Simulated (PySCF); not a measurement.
**C₆H₅F, SMILES `Fc1ccccc1`: what the electrons do**

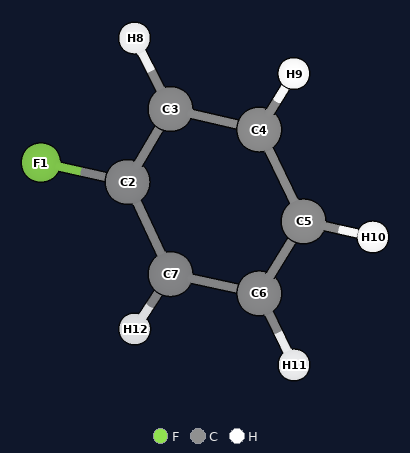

The molecule, with its atoms numbered as below. No frequency check shows the geometry to be a minimum.

Cartesian coordinates (Å):

```
F1       2.2747    0.0001    0.0000
C2       0.9240   -0.0001    0.0000
C3       0.2549   -1.2101    0.0000
C4      -1.1292   -1.2007    0.0000
C5      -1.8196    0.0000    0.0000
C6      -1.1292    1.2007    0.0000
C7       0.2549    1.2101    0.0000
H8       0.8146   -2.1322    0.0000
H9      -1.6687   -2.1357    0.0000
H10     -2.8990    0.0003    0.0000
H11     -1.6687    2.1357    0.0000
H12      0.8146    2.1322    0.0000
```

## 1. Excited states

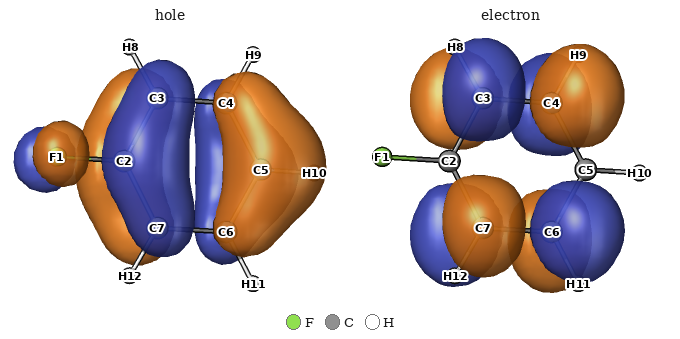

Leading natural transition orbital pair of S₁ (TDA singlet states); the surfaces enclose about 78 % of each orbital's density.

PySCF calculation, CAM-B3LYP/def2-SVP, gas phase; geometry: GFN2-xTB. Without diffuse functions Rydberg states are missing, so the states' numbers hold for this basis only.

Q: What kind of excitation is it, and where does it lie?

A: 5.67 eV (219 nm), f = 0.015, π → π*; the leading pair carries 63 %; hole on C5 (18 %), C2 (15 %) and C3 and C7 (14 % each), electron on C4 and C6 (16 % each), C3 and C7 (15 % each) and C2 and C5 (12 % each) (shares are of the whole state, not of the leading pair alone); their centroids lie 0.1 Å apart. In canonical orbitals it is mainly HOMO → LUMO (62 %). The HOMO–LUMO gap is 9.18 eV.

## 2. Localised orbitals

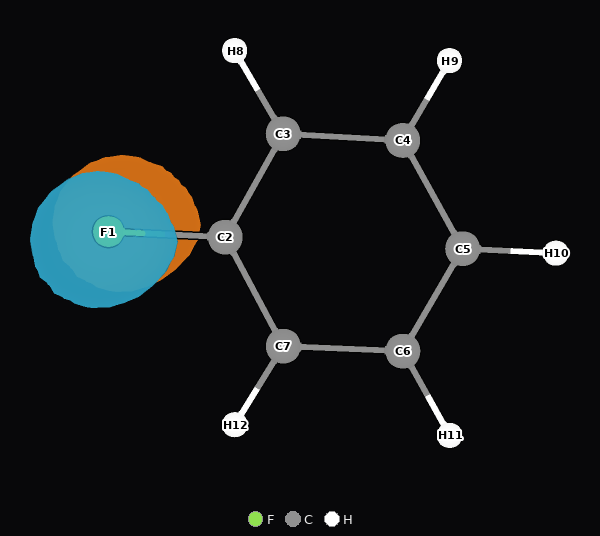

Intrinsic bond orbitals (IBO), occupied; each surface holds about 85 % of the orbital's density. Energies are diagonal elements of the Fock matrix.

Computed with PySCF, PBE0/cc-pVDZ, geometry: GFN2-xTB.

Q: What does this orbital represent?

A: Lone pair on F1 (p-type) (F1 96 %; −12.0 eV).

## 3. The π system

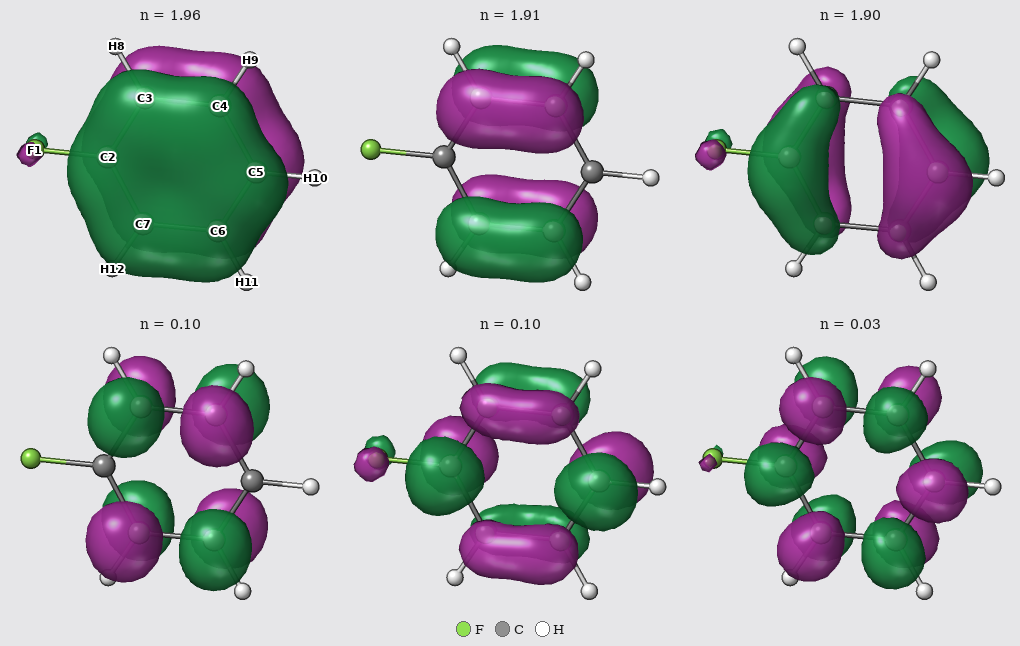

Natural orbitals of the π active space, CASSCF(6,6), singlet state, in order of falling occupation.

Computed with PySCF, cc-pVDZ basis, geometry: GFN2-xTB.

Q: How multiconfigurational is the state?

A: The leading determinant weighs 0.89; the effective number of unpaired electrons, Σ n²(2−n)², is 0.14; the most occupied of the weakly occupied orbitals holds 0.10 e, as in an ordinary closed-shell π system. The active space lowers the energy by 1.95 eV against Hartree–Fock.

Q: Where does the lowest triplet lie relative to the singlet, at this geometry and within this active space?

A: 4.51 eV above it by strongly contracted NEVPT2 (+4.03 eV by CASSCF); a small basis tends to put such gaps a few tenths of an eV too high. This is a vertical energy for π states alone; a state that uses lone pairs or σ orbitals may lie lower.

The PySCF runs shown took 97 s, 9.2 s and 28 s on 1 thread of Intel(R) Xeon(R) 6975P-C (Granite Rapids) (shared host).
